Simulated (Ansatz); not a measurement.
# Ru(0001) film, 5 layers, step: surface scattering, part 2 of 2

How does Ru(0001) film, 5 layers, step scatter electrons that run along the film?

Ansatz 0.2.0; Ansatz plane-wave DFT, PBE, PAW files; relaxation of the atoms about the surface defect; PAW set soft_1 (the session's first sound run).

So far: The starting structure; Relaxing about the defect.

## Step 2: Relaxing about the defect (continued)

Relaxation path:

```csv
step,energy less that of the first step (eV),largest force component (eV/Å)
1,0.0000,0.9918
2,-0.1657,1.0162
3,-0.2694,0.1537
4,-0.2713,0.0264
5,-0.2713,0.0263
```

Forces are held to the 2 operations that the run works with; a distortion that breaks them can't arise in this run.

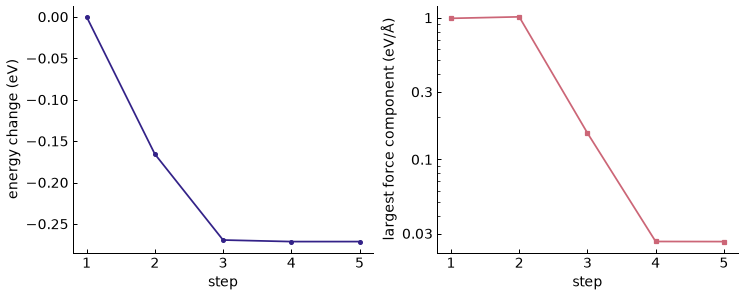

Energy and largest force along the relaxation.

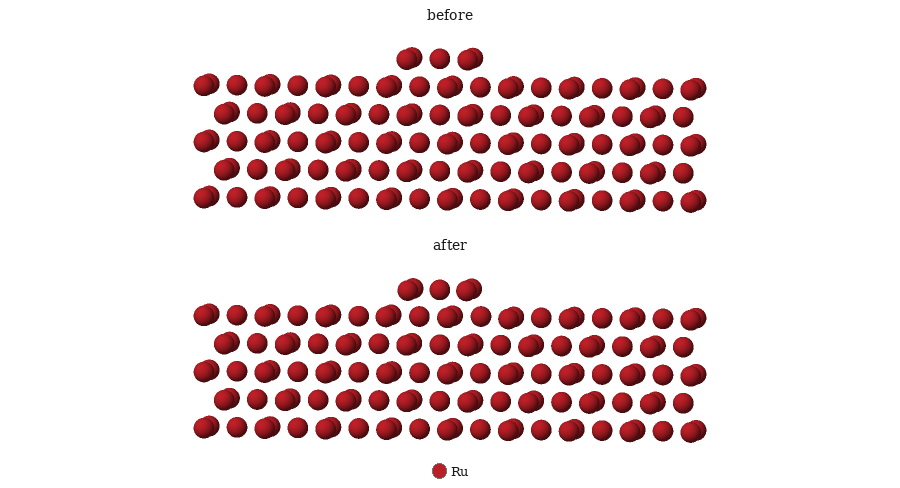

The structure before and after the relaxation, drawn at the same scale.

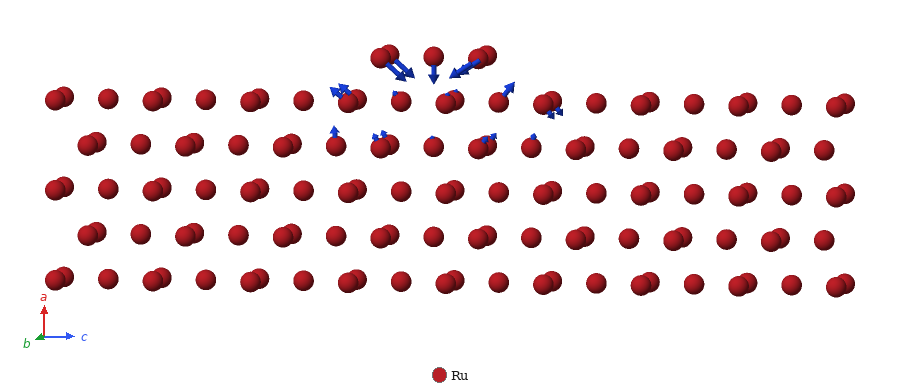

Displacements in the relaxation, exaggerated; the longest in the cell stands for 0.11 Å. Some periodic images of atoms are drawn too.

The atoms that moved most (Å):

```csv
atom,dx,dy,dz,length
Ru83,-0.060,0.000,-0.091,0.109
Ru81,-0.072,0.000,0.080,0.108
Ru82,-0.079,0.000,0.000,0.079
Ru50,0.058,0.000,0.045,0.073
Ru39,0.042,0.000,-0.050,0.065
Ru28,0.050,0.000,-0.005,0.050
Ru59,-0.033,0.000,0.024,0.041
Ru37,0.030,0.000,-0.015,0.034
```

This step gave:

| Item | Value |
| --- | --- |
| free energy | -487901.2809 eV |
| energy at zero smearing | -487899.7552 eV |
| Fermi energy | 9.577 eV |

The largest force component on a free atom ends at 0.026 eV/Å, under the tolerance of 0.03, after 5 steps.

## Step 3: Transmission along the film

The film far from the defect is the lead. The first vector holds vacuum and takes one k-point. Energies from -0.05 to 0.05 eV in steps of 0.05 eV are too few for the program's thermal sum, so it prints no conductance; for a metal the transmission near the Fermi level serves, at a fraction of the cost.

This step: Ansatz plane-wave DFT, PBE, PAW files; ballistic transport by layer matching (Landauer), zero bias; PAW set soft_1 (Ansatz 0.2.0).

The input, input.yaml:

```yaml
crystal:
  lattice:
    - [21.70475, 0.0, 0.0]
    - [0.0, 2.7058, 0.0]
    - [0.0, 0.0, 37.492664601]
  atoms:
    - { symbol: Ru, position: [0.2073278891, 0.0, 0.0] }
    - { symbol: Ru, position: [0.2073278891, 0.5, 0.0625] }
    - { symbol: Ru, position: [0.3059675877, 0.0, 0.0416666667] }
    - { symbol: Ru, position: [0.3059675877, 0.5, 0.1041666667] }
    - { symbol: Ru, position: [0.4046072864, 0.0, 0.0] }
    - { symbol: Ru, position: [0.4046072864, 0.5, 0.0625] }
    - { symbol: Ru, position: [0.5032469851, 0.0, 0.0416666667] }
    - { symbol: Ru, position: [0.5032469851, 0.5, 0.1041666667] }
    - { symbol: Ru, position: [0.6018866838, 0.0, 0.0] }
    - { symbol: Ru, position: [0.6018866838, 0.5, 0.0625] }
    - { symbol: Ru, position: [0.2073278891, 0.0, 0.125] }
    - { symbol: Ru, position: [0.2073278891, 0.5, 0.1875] }
    - { symbol: Ru, position: [0.3059675877, 0.0, 0.1666666667] }
    - { symbol: Ru, position: [0.3059675877, 0.5, 0.2291666667] }
    - { symbol: Ru, position: [0.4046072864, 0.0, 0.125] }
    - { symbol: Ru, position: [0.4046072864, 0.5, 0.1875] }
    - { symbol: Ru, position: [0.5032469851, 0.0, 0.1666666667] }
    - { symbol: Ru, position: [0.5032469851, 0.5, 0.2291666667] }
    - { symbol: Ru, position: [0.6018866838, 0.0, 0.125] }
    - { symbol: Ru, position: [0.6018866838, 0.5, 0.1875] }
    - { symbol: Ru, position: [0.2073278891, 0.0, 0.25] }
    - { symbol: Ru, position: [0.2073278891, 0.5, 0.3125] }
    - { symbol: Ru, position: [0.3059675877, 0.0, 0.2916666667] }
    - { symbol: Ru, position: [0.3059675877, 0.5, 0.3541666667] }
    - { symbol: Ru, position: [0.4046072864, 0.0, 0.25] }
    - { symbol: Ru, position: [0.4046072864, 0.5, 0.3125] }
    - { symbol: Ru, position: [0.5032469851, 0.0, 0.2916666667] }
    - { symbol: Ru, position: [0.5055439457, 0.5, 0.354023459] }
    - { symbol: Ru, position: [0.6018866838, 0.0, 0.25] }
    - { symbol: Ru, position: [0.6018866838, 0.5, 0.3125] }
    - { symbol: Ru, position: [0.2073278891, 0.0, 0.375] }
    - { symbol: Ru, position: [0.2073278891, 0.5, 0.4375] }
    - { symbol: Ru, position: [0.3059675877, 0.0, 0.4166666667] }
    - { symbol: Ru, position: [0.3059675877, 0.5, 0.4791666667] }
    - { symbol: Ru, position: [0.4046072864, 0.0, 0.375] }
    - { symbol: Ru, position: [0.4046072864, 0.5, 0.4375] }
    - { symbol: Ru, position: [0.5046321586, 0.0, 0.4162603052] }
    - { symbol: Ru, position: [0.50387447, 0.5, 0.4791053467] }
    - { symbol: Ru, position: [0.6038288525, 0.0, 0.3736722689] }
    - { symbol: Ru, position: [0.6026788452, 0.5, 0.4371487008] }
    - { symbol: Ru, position: [0.2073278891, 0.0, 0.5] }
    - { symbol: Ru, position: [0.2073278891, 0.5, 0.5625] }
    - { symbol: Ru, position: [0.3059675877, 0.0, 0.5416666667] }
    - { symbol: Ru, position: [0.3059675877, 0.5, 0.6041666667] }
    - { symbol: Ru, position: [0.4046072864, 0.0, 0.5] }
    - { symbol: Ru, position: [0.4046072864, 0.5, 0.5625] }
    - { symbol: Ru, position: [0.5043964718, 0.0, 0.5421677599] }
    - { symbol: Ru, position: [0.5045121045, 0.5, 0.6043165552] }
    - { symbol: Ru, position: [0.6025008428, 0.0, 0.5000726981] }
    - { symbol: Ru, position: [0.6045661651, 0.5, 0.5636946984] }
    - { symbol: Ru, position: [0.2073278891, 0.0, 0.625] }
    - { symbol: Ru, position: [0.2073278891, 0.5, 0.6875] }
    - { symbol: Ru, position: [0.3059675877, 0.0, 0.6666666667] }
    - { symbol: Ru, position: [0.3059675877, 0.5, 0.7291666667] }
    - { symbol: Ru, position: [0.4046072864, 0.0, 0.625] }
    - { symbol: Ru, position: [0.4046072864, 0.5, 0.6875] }
    - { symbol: Ru, position: [0.5032469851, 0.0, 0.6666666667] }
    - { symbol: Ru, position: [0.5032469851, 0.5, 0.7291666667] }
    - { symbol: Ru, position: [0.6003805576, 0.0, 0.6256487648] }
    - { symbol: Ru, position: [0.6018866838, 0.5, 0.6875] }
    - { symbol: Ru, position: [0.2073278891, 0.0, 0.75] }
    - { symbol: Ru, position: [0.2073278891, 0.5, 0.8125] }
    - { symbol: Ru, position: [0.3059675877, 0.0, 0.7916666667] }
    - { symbol: Ru, position: [0.3059675877, 0.5, 0.8541666667] }
    - { symbol: Ru, position: [0.4046072864, 0.0, 0.75] }
    - { symbol: Ru, position: [0.4046072864, 0.5, 0.8125] }
    - { symbol: Ru, position: [0.5032469851, 0.0, 0.7916666667] }
    - { symbol: Ru, position: [0.5032469851, 0.5, 0.8541666667] }
    - { symbol: Ru, position: [0.6018866838, 0.0, 0.75] }
    - { symbol: Ru, position: [0.6018866838, 0.5, 0.8125] }
    - { symbol: Ru, position: [0.2073278891, 0.0, 0.875] }
    - { symbol: Ru, position: [0.2073278891, 0.5, 0.9375] }
    - { symbol: Ru, position: [0.3059675877, 0.0, 0.9166666667] }
    - { symbol: Ru, position: [0.3059675877, 0.5, 0.9791666667] }
    - { symbol: Ru, position: [0.4046072864, 0.0, 0.875] }
    - { symbol: Ru, position: [0.4046072864, 0.5, 0.9375] }
    - { symbol: Ru, position: [0.5032469851, 0.0, 0.9166666667] }
    - { symbol: Ru, position: [0.5032469851, 0.5, 0.9791666667] }
    - { symbol: Ru, position: [0.6018866838, 0.0, 0.875] }
    - { symbol: Ru, position: [0.6018866838, 0.5, 0.9375] }
    - { symbol: Ru, position: [0.6972065112, 0.0, 0.4188069178] }
    - { symbol: Ru, position: [0.6968885726, 0.5, 0.4791770909] }
    - { symbol: Ru, position: [0.6977400859, 0.0, 0.5392357727] }
kpoints:
  mp_grid: { grid: [1, 12, 1] }
hamiltonian:
  xc: pbe
  pseudopotentials: { kind: paw, azcp: { folder: soft_1 } }
scf:
  occupations: { method: fermi_dirac, width: 0.1 }
output:
  transmission:
    leads: [[0, 10]]
    kmesh: [1, 24]
    e_range: [-0.05, 0.05]
    de: 0.05
  write_potential: true
  write_density: true
  volumetric_format: npy
  elf: true
```

Launch:

```sh
> ansatz run input.yaml --threads 8 --pin off --max-ram 15360MiB --backend cpu --events-out ev --progress --plain --runs-dir out
```

Numbers of over 12 decimals in the logs are rounded to 6 here.

Output:

```text
[...]
Crystal: 83 atoms, lattice volume = 2201.896 Å³
Basis set: ecut = 420 eV, 43297 PW (Γ)
Bands: 797, of which v1, the nominal top of the filled ones, is band 664 counted from 1 (663 counted from 0)
Symmetry: 2 space group operations
[...]
k-points: 7 of 12
[...]
SCF iter   1: F=—  HF=-487954.661149 eV  |F-HF|=—  |Δ(HF+E_count)|=         —  Δρ=8.40e-2  dr2=2.54e2  ethr=3.10e-3  ⟨swp⟩=7.1  Hψ=22524  notcnv=0  defer=16
[...]
SCF iter  12: F=-487901.266392 eV  HF=-487901.266392 eV  |F-HF|=1.16e-10  |Δ(HF+E_count)|=   2.57e-8  Δρ=1.03e-6  dr2=3.11e-8  ethr=7.53e-12  ⟨swp⟩=10.4  Hψ=16204  notcnv=0
SCF 1 converged in 12 iterations: F = -487901.266392 eV  dr2 = 3.11e-8
[...]
transmission: 110 of 1092 steps passed
transmission: 224 of 1092 steps passed
[...]
transmission: 1092 of 1092 steps passed
WARN: The input density's exchange-correlation potential varies sharply where the density is thin. Do not read a vacuum level from v_tot or v_xc, or from such a field of the output density. On a cell that repeats whose density bears no net charge and no dipole along the vacuum's axis use v_es (v_loc + v_h of the components); under efield.dipole_correction with no amplitude use v_es + v_field, which holds any external [...]
SCF converged after 12 iterations
Free energy (F): -487901.266392 eV
[...]
Internal energy: -487898.150432 eV  (E = F + TS)
E sigma→0 (E₀):  -487899.708412 eV
Entropy (-TS):   -3.115960 eV (-37.542 meV/atom)
Fermi energy:    9.579763 eV
[...]
--- Band table (eV; the first three rows and the last of 7) ---
  k-point 0: bands = [... 660 lower, 9.2674, 9.2752, 9.2975, 9.3052, 9.3079, 9.3190, 9.3412, 9.3474, ... 129 higher]
  k-point 1: bands = [... 660 lower, 9.1508, 9.1589, 9.1834, 9.2017, 9.2123, 9.2484, 9.2582, 9.3159, ... 129 higher]
  k-point 2: bands = [... 660 lower, 9.0435, 9.0489, 9.0609, 9.0873, 9.0916, 9.1035, 9.1087, 9.1216, ... 129 higher]
  k-point 6: bands = [... 660 lower, 10.3088, 10.3203, 10.3393, 10.3444, 10.4359, 10.4919, 10.5092, 10.5221, ... 129 higher]
--- Transmission ---
  basis      : 521 plane waves across, 84 finite elements along
  points     : 13, standing for a mesh of 1 x 24
  energies   : 3 from -0.050000 to 0.050000 eV about the Fermi level, 0.050000 eV apart; the leads are filled to 0.000000 eV, and channels, transmission and decay are at 0.000000 eV
  crystal 0  : Ru10, at the sites [0, 10], period 4.6866 Å, over 25.78 Å; its Hamiltonian steps by up to 4.6 meV
    offset         : up to 0.0000 Å between an atom of the period and one for which it stands
    channels       : 6.458333e0 a spin
    conductance    : none, the energies end too early or step too widely for 300 K: set another output.transmission.e_range or a lower de, or, where they end at an eighth of basis.ecutwfc, a higher one
  junction   : crystal 0 to crystal 0, 1.95 to 34.76 Å
    transmission   : 4.327845e0 a spin
[...]
```

Wall time 25 min (8 threads of Intel Xeon at 2.70GHz, shared host); peak memory 11 GiB.

This step gave:

```yaml
free_energy: -487901.2664 eV
energy_at_zero_smearing: -487899.7084 eV
fermi_energy: 9.580 eV
cell_area: 58.73 Å²
transmission_per_spin_nearest_the_fermi_level: 4.328
open_channels_per_spin_nearest_the_fermi_level: 6.458
step_of_the_lead_s_potential: 4.6 meV
```

Per spin. Table of transmission, zone mean by energy, zero at the Fermi level:

```csv
energy (eV),"transmission, zone mean"
-0.0500,4.29
0.0000,4.33
0.0500,4.35
```

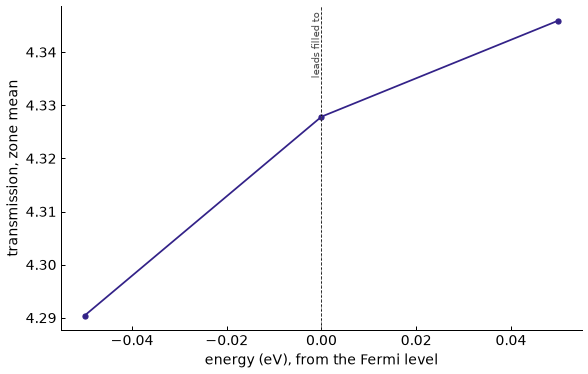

Transmission, zone mean against energy.

Per spin. Table of open channels, zone mean, lead by energy, zero at the Fermi level:

```
energy (eV)  open channels, zone mean, lead
    -0.0500                            6.54
     0.0000                            6.46
     0.0500                            6.46
```

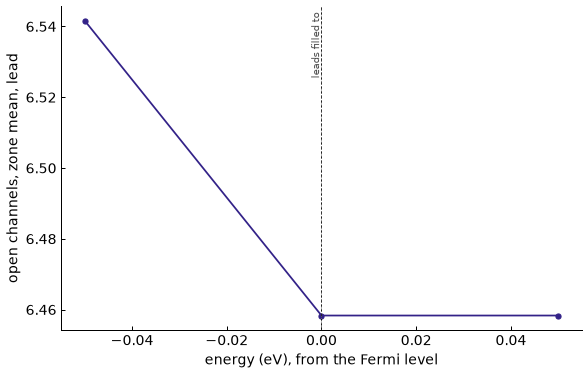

Open channels, zone mean, lead against energy.

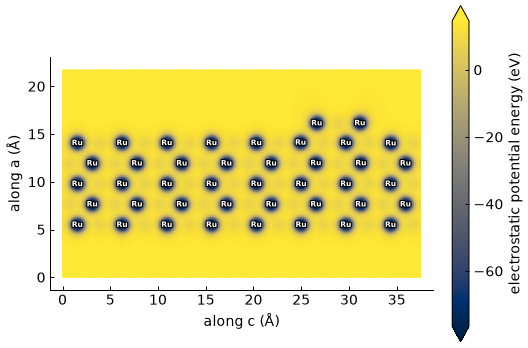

Electrostatic potential energy in the ca plane at fractional y = 0.000, with atoms of Ru within 0.2 Å of it. With pseudopotentials it is smooth inside the atoms' cores, unlike the true potential. The map starts off the cell's origin, so that atoms lie inside it.

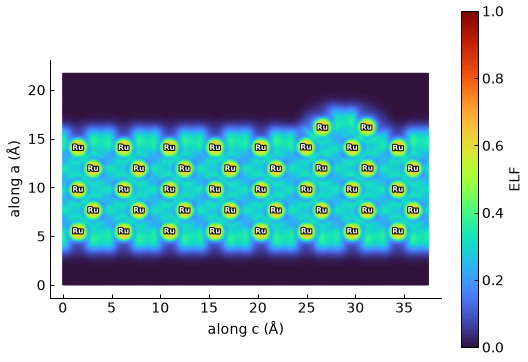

ELF in the ca plane at fractional y = 0.000, with atoms of Ru within 0.2 Å of it. It is the smooth field of the valence electrons, not physical close to the nuclei. The map starts off the cell's origin, so that atoms lie inside it.

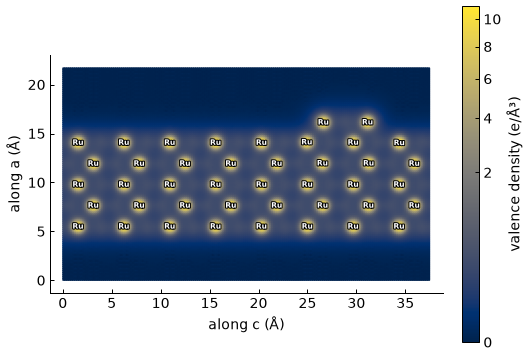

Valence density in the ca plane at fractional y = 0.000, with atoms of Ru within 0.2 Å of it. It is the smooth field of the valence electrons, not physical close to the nuclei. The map starts off the cell's origin, so that atoms lie inside it. The colour scale is stretched toward low values.

Over the solved energies the transmission per spin lies between 4.29 and 4.35, out of 6.49 channels of the lead on average (up to 6.54).

## Step 4: Share that passes

This step: Ansatz plane-wave DFT, PBE, PAW files; ballistic transport by layer matching (Landauer), zero bias; share of the film's channels that pass the defect (the area holds the vacuum); PAW set soft_1 (Ansatz 0.2.0).

Numbers from this step:

```yaml
t_over_the_leads_mean_channel_count: 0.6663
```

Averaged over the energies near the Fermi level, 66.6 % of the channels pass.

## Step 5: Summary of results

```json
{
  "share of the film's channels that pass": "0.666"
}
```

**Reading.** 67 % of the film's channels pass the defect. The film is 5 layers thick, so the defect disturbs a good part of its section. It runs straight across the current without end, so the wavevector along it is kept. Only atoms near the defect are relaxed, while the rest of the face keeps bulk spacings, so part of the reflection may come from that relaxed patch.

[Logs are printed without paths, hosts, clocks, repeated set-up lines and the standing remarks that a program may print on its own settings, such as how far it seeks lower states.]

[Hosts, paths, dates, database ids (printed as entryN), source tags and the programs' standing remarks are cut or masked in the printed files.]
